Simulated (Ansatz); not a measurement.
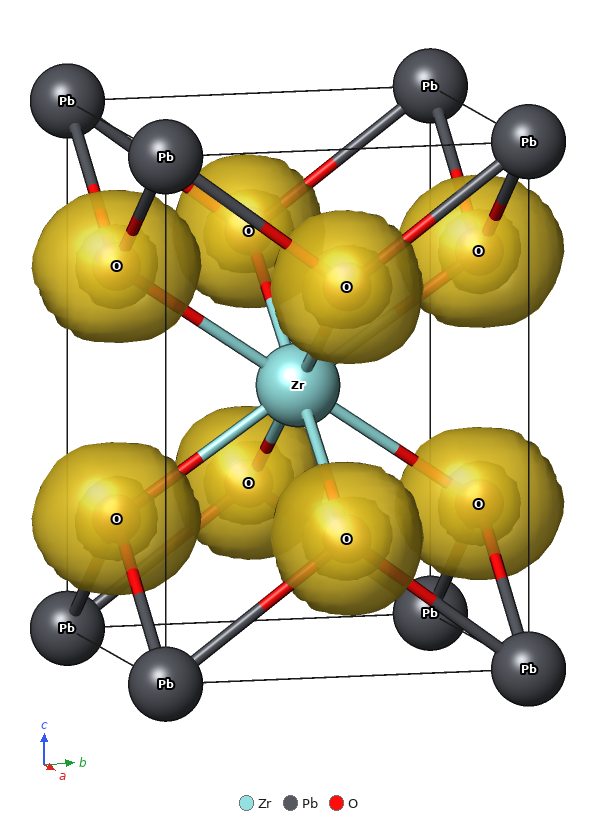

Figure 1: ZrPbO4. Isosurface of the ELF at 0.75 (yellow), seen slightly off an axis. Only the valence region is drawn (cores and ρ < 0.01 e/Å³ removed). Sticks mark near contacts.

Space group P4/mmm; a structure generated by program, which may or may not match a known phase.

Theory: DFT PBE, scalar-relativistic, plane waves, PAW in Ansatz.

Core electrons are frozen (PAW), and the valence fields are smoothed inside the atomic spheres.

Input file:

```
crystal:
  lattice:
    - [3.7133663885, 0.0, 0.0]
    - [0.0, 3.7133663885, 0.0]
    - [0.0, 0.0, 5.2759346313]
  atoms:
    - { symbol: Zr, position: [0.5, 0.5, 0.5] }
    - { symbol: Pb, position: [0.0, 0.0, 0.0] }
    - { symbol: O, position: [0.5, 0.0, 0.7393261927] }
    - { symbol: O, position: [0.0, 0.5, 0.2606738073] }
    - { symbol: O, position: [0.5, 0.0, 0.2606738073] }
    - { symbol: O, position: [0.0, 0.5, 0.7393261927] }
basis:
  ecutwfc: 420
kpoints:
  mp_grid: { grid: [10, 10, 8] }
hamiltonian:
  xc: pbe
scf:
  occupations: { method: gaussian, width: 0.1 }
output:
  forces: true
  stress: true
  eigenvalues: true
  write_density: true
  write_potential: true
  elf: true
  volumetric_format: npy
relax:
  adjacent_minimum: "off"
  f_tol: 0.01
  max_steps: 80
  cell: { stress_tol: 0.05 }
```

Command:

```sh
ansatz run input.yaml --threads 1 --pin off --max-ram 2560MiB --backend cpu --events-out ev --progress --plain --runs-dir out
```

Below, planes, directions and counts refer to the conventional cell (a = 3.71 Å, b = 3.71 Å, c = 5.27 Å, α = 90.00°, β = 90.00°, γ = 90.00°).

Question: Where are the electrons localised?

Answer: At this value the surface marks out four regions wrapped around O (the valence shell of each), counted in one cell of 6 atoms. Any copies at cell faces, edges or corners count once. Along the contacts the grid gives the following. Zr–O (2.25 Å): the ELF peaks at about 0.85 in the valence shell of O, 0.6 Å from its nucleus, and drops to about 0.20 between the two atoms; no shared electron pair shows on this line. Pb–O (2.31 Å): the ELF peaks at about 0.80 in the valence shell of O, 0.6 Å from its nucleus, and drops to about 0.20 between the two atoms.
